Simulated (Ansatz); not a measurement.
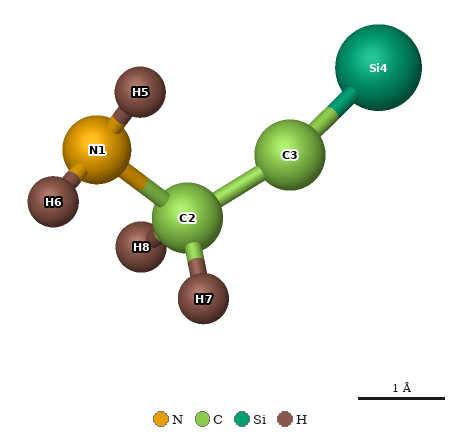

C$_{2}$H$_{4}$NSi (charge −1), before the relaxation. Style: ball-and-stick. Shown from a free direction.

The run prepares an end point of a later path (torsion) calculation, from a guessed geometry.

All numbers below come from RKS PBE0/def2-SVP in Ansatz 0.2.0.

Input
```yaml
crystal:
  periodic: [false, false, false]
  atoms:
    - { symbol: "N", position_ang: [-0.75142, 0.8971, 0.2245] }
    - { symbol: C, position_ang: [0.23388, -0.24745, 0.48843] }
    - { symbol: C, position_ang: [0.30643, -1.21151, -0.57611] }
    - { symbol: Si, position_ang: [-0.10711, -2.57819, -1.46694] }
    - { symbol: H, position_ang: [-0.77935, 1.02034, -0.78792] }
    - { symbol: H, position_ang: [-0.39806, 1.76948, 0.62438] }
    - { symbol: H, position_ang: [1.23554, 0.23171, 0.71991] }
    - { symbol: H, position_ang: [-0.11891, -0.67201, 1.46381] }
total_charge: -1
basis:
  gaussian: { orbitals: def2-SVP }
hamiltonian:
  xc: pbe0
relax:
  f_tol: 0.015
  max_steps: 40
```

Command:
```bash
ansatz run input.yaml --threads 1 --pin off --max-ram 2048MiB --backend cpu --events-out ev --progress --plain --runs-dir out
```

What does the optimiser find from here?

Answer. Over 14 accepted moves (15 points after the start) the energy falls by 9.74 kcal/mol. The largest force component goes from 2.1 to 0.0059 eV/Å. The line search rejected the trial step at point 6 of the run. The atom that moves furthest after the best rigid fit is H6 (1.27 Å). By element the largest moves are H 1.27 Å, Si 0.53 Å, N 0.37 Å, C 0.15 Å. Some distances before and after: N1–C2 1.533 → 1.485 Å, C3–Si4 1.683 → 1.651 Å, C2–C3 1.438 → 1.469 Å, C2–H7 1.134 → 1.112 Å. Bond angles that change, for instance: C2–C3–Si4 157.5° → 177.0°, H5–N1–H6 107.1° → 101.0°, C2–N1–H6 110.3° → 104.3°. Groups turn about N1–C2 by about 85°. Cost: 54 s on 1 thread of Intel(R) Xeon(R) Platinum 8259CL CPU @ 2.50GHz (Skylake/Cascade Lake), with other jobs on the host, peak memory 0.17 GiB.

The structure at the end:

```xyz
8

N    -0.4631    1.0979    0.3310
C     0.1980   -0.1988    0.6269
C     0.2012   -1.1762   -0.4702
Si    0.1606   -2.2162   -1.7514
H    -1.3904    0.8363   -0.0158
H    -0.0149    1.4198   -0.5316
H     1.2287    0.0473    0.9643
H    -0.2991   -0.6006    1.5369
```

The end point in the same view:

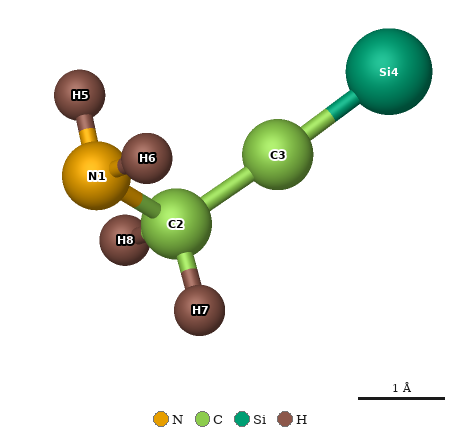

Limits of the set-up: the basis has no diffuse functions, which an anion needs.
